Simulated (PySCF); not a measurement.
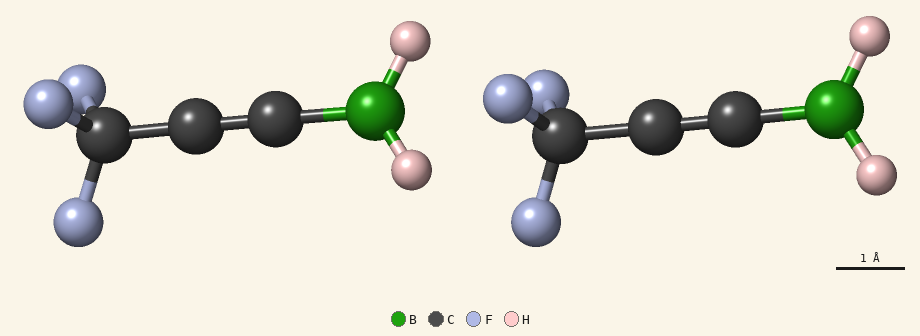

Two geometries of C₃H₂BF₃, drawn at one scale. One is the start of a relaxation, the other its converged end. A ball-and-stick model, seen at a tilt.

Computed with PBE0-D3(BJ)/def2-SVP geometry optimisation, gas phase in PySCF 2.14.0, density-fitted response routines. 

Which of the two is the end point?

Answer. The right one is the relaxed one. The start comes from GFN2-xTB. Its atoms were then displaced at random by about 0.01 Å. The largest move after the best rigid fit is that of an H atom, 0.19 Å. Largest moves by element: H 0.19 Å, F 0.10 Å, C 0.06 Å, B 0.03 Å. Near-neighbour distances that change, for instance: C–C 1.403 → 1.470 Å, B–H 1.138 → 1.205 Å, B–H 1.173 → 1.205 Å, C–F 1.359 → 1.331 Å. Bond angles that change, for instance: C–B–H 116.7° → 119.5°, F–C–F 104.9° → 107.7°, C–C–F 113.5° → 110.7°. After 7 geometry steps the energy has fallen by 0.228 eV.
